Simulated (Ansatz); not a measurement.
Run report: C2H7FMg, phonon calculation

- system: C2H7FMg
- method: RHF/def2-SVP (Ansatz 0.2.0)

It belongs to a series of runs on one base structure; here: vibrations at the highest image of the band. Figures and captions count atoms from 1; the log counts them from 0 in places.

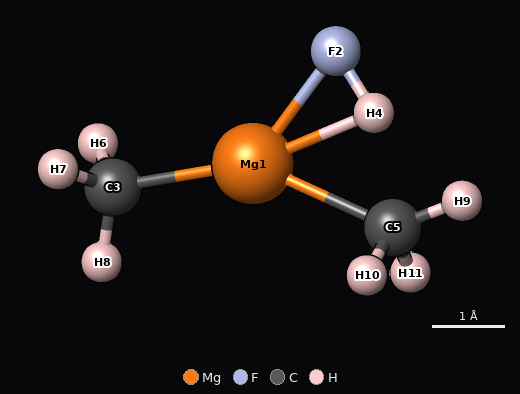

*The structure as given in the input (ball-and-stick view, seen at a tilt; atoms are numbered from 1 in the order of the input). Sticks mark near contacts.*

The input:
```yaml
crystal:
  periodic: [false, false, false]
  atoms:
    - { symbol: Mg, position_ang: [0.18547, 0.368361, 0.062542] }
    - { symbol: F, position_ang: [0.818705, 0.963617, -1.743242] }
    - { symbol: C, position_ang: [0.213876, 1.1032, 2.039139] }
    - { symbol: H, position_ang: [0.35667, 0.053954, -1.842803] }
    - { symbol: C, position_ang: [-0.427412, -1.276153, -1.352594] }
    - { symbol: H, position_ang: [-0.137921, 2.139198, 2.095217] }
    - { symbol: H, position_ang: [1.22154, 1.085865, 2.469008] }
    - { symbol: H, position_ang: [-0.426313, 0.510547, 2.701908] }
    - { symbol: H, position_ang: [-0.347042, -1.479279, -2.427558] }
    - { symbol: H, position_ang: [0.044257, -2.139669, -0.866274] }
    - { symbol: H, position_ang: [-1.501928, -1.329741, -1.13534] }
basis:
  gaussian: { orbitals: def2-SVP }
hamiltonian:
  xc: hf
phonons: {}
```

Command:
```bash
ansatz run input.yaml --threads 2 --pin off --max-ram 3072MiB --backend cpu --events-out ev --progress --plain --runs-dir out
```

The program's output:
```
Engine: ansatz 0.2.0, aarch64-unknown-linux-gnu
Functional definition: HF
  exchange = exact_x
  correlation = 0
1002 factors; integrals over basis functions are off by at most 3.7e-4 eV
mean field evaluation 1: about -10299.8306 eV, gradient 3.6e1 eV
mean field evaluation 2: about -10299.9387 eV, gradient 3.6e1 eV
mean field evaluation 4: about -10302.9209 eV, gradient 2.6e0 eV
mean field evaluation 8: about -10302.9535 eV, gradient 2.0e-4 eV
mean field -10302.95354969 eV, -378.6265593583 hartree, gradient 3.2e-5 eV, S^2 0.000000; 0 other end points of the search recorded, 0 dependent functions left out
the calculation of the forces begins
reference -10302.95354969 eV, -378.6265593583 hartree; 20, 20 occupied and 75, 75 virtual orbitals, 1002 factors
these checks for a lower state are left out or cut short: stability, starts, cluster_reference, orbital_swaps, neighbouring_geometries, increment
1002 factors; integrals over basis functions are off by at most 3.7e-4 eV
mean field evaluation 16: about -10302.9535 eV, gradient 9.1e-7 eV
mean field -10302.95351483 eV, -378.6265580773 hartree, gradient 2.9e-6 eV, S^2 0.000000; 0 other end points of the search recorded, 0 dependent functions left out
[... from here on the field's lines of each further geometry are left out, up to the last ...]
the calculation of the forces begins
reference -10302.95353962 eV, -378.6265589884 hartree; 20, 20 occupied and 75, 75 virtual orbitals, 1002 factors
these checks for a lower state are left out or cut short: stability, starts, cluster_reference, orbital_swaps, neighbouring_geometries, increment
1002 factors; integrals over basis functions are off by at most 3.7e-4 eV
mean field -10302.95352356 eV, -378.6265583982 hartree, gradient 1.4e-6 eV, S^2 0.000000; 0 other end points of the search recorded, 0 dependent functions left out
the calculation of the forces begins
reference -10302.95352356 eV, -378.6265583982 hartree; 20, 20 occupied and 75, 75 virtual orbitals, 1002 factors
WARN: phonons: modes at or below zero, which the zero-point energy, F, S and C_V leave out: 2, the lowest at -641.60 cm⁻¹. A minimum has none, and a first-order saddle one
Total energy: -10302.95354969 eV, -378.6265593583 hartree
Atom 0 at     0.185470     0.368361     0.062542 Å, force    -0.009655    -0.006680     0.009170 eV/Å
Atom 1 at     0.818705     0.963617    -1.743242 Å, force    -0.009679    -0.012158     0.003335 eV/Å
Atom 2 at     0.213876     1.103200     2.039139 Å, force    -0.004247    -0.012242    -0.017985 eV/Å
Atom 3 at     0.356670     0.053954    -1.842803 Å, force     0.011051     0.008271     0.001348 eV/Å
Atom 4 at    -0.427412    -1.276153    -1.352594 Å, force     0.005314     0.012251    -0.013375 eV/Å
Atom 5 at    -0.137921     2.139198     2.095217 Å, force     0.001909     0.005764     0.002641 eV/Å
Atom 6 at     1.221540     1.085865     2.469008 Å, force     0.004960     0.004346     0.002516 eV/Å
Atom 7 at    -0.426313     0.510547     2.701908 Å, force     0.002455     0.004367     0.003368 eV/Å
Atom 8 at    -0.347042    -1.479279    -2.427558 Å, force     0.001893     0.002428     0.002707 eV/Å
Atom 9 at     0.044257    -2.139669    -0.866274 Å, force    -0.001774    -0.002793     0.003052 eV/Å
Atom 10 at    -1.501928    -1.329741    -1.135340 Å, force    -0.002228    -0.003555     0.003223 eV/Å
Dipole moment:    -0.038571    -0.116206    -0.113713 e Å
Vibrations: -641.60 -12.60 115.14 125.55 154.38 307.58 403.51 462.50 492.76 605.39 606.08 624.81 1021.32 1240.85 1267.46 1319.69 1536.53 1541.26 1546.30 1547.44 2197.72 3127.69 3135.88 3201.81 3203.29 3217.31 3218.43 cm⁻¹, zero-point energy 2.245395 eV
```

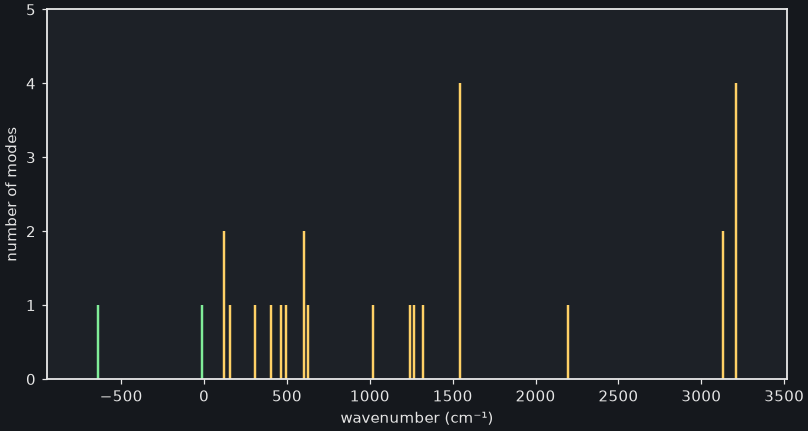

*Harmonic vibrational wavenumbers from the force constants; neighbouring modes closer than 18 cm⁻¹ are counted in one stick, and imaginary ones are drawn at negative wavenumbers.*

27 modes from 642i to 3218 cm⁻¹, 2 imaginary beyond 8i (642i, 10i cm⁻¹): not a minimum.

Summary:

- outcome: converged
- total energy: −10302.9535 eV
- mean-field energy: −10302.9535 eV
- largest force (length of the vector): 0.022 eV/Å
- hardware: 2 threads of Arm Neoverse V1, 24 GiB of memory available, shared host
- wall time: 43 s (CPU time 83 s)
- peak memory: 0.16 GiB
